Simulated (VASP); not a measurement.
Band structure of Mg2Sn (antifluorite). All values below come from revPBE GGA, VASP's PBE PAW potentials (set 64) (plane waves; VASP).

Unless said otherwise, spin-orbit coupling is left out, though it shifts the bands of the heavy elements here.

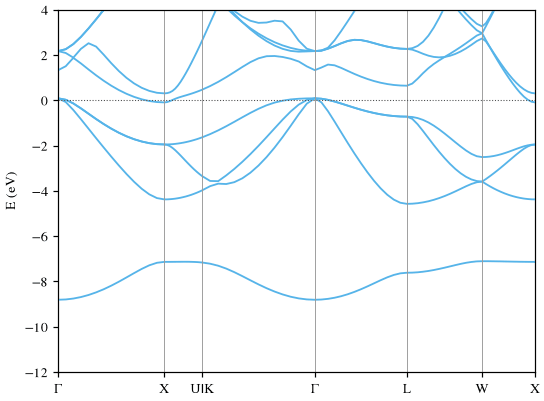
Bands along high-symmetry lines, zero at the valence-band maximum or, without a gap, the Fermi level

### Question
Read the plot: is there a gap, and where are the band edges?

### Answer
It has no gap at this level: it comes out as a metal or semimetal. (Edges off the drawn lines would not show.)

Measured: gap 0.36 eV (computed value off by -0.36 eV), as given by Byungki Ryu et al., Journal of the Korean Physical Society (2019), arXiv:1905.06140.

The compound is Mg2Sn in the antifluorite structure. It was relaxed first.
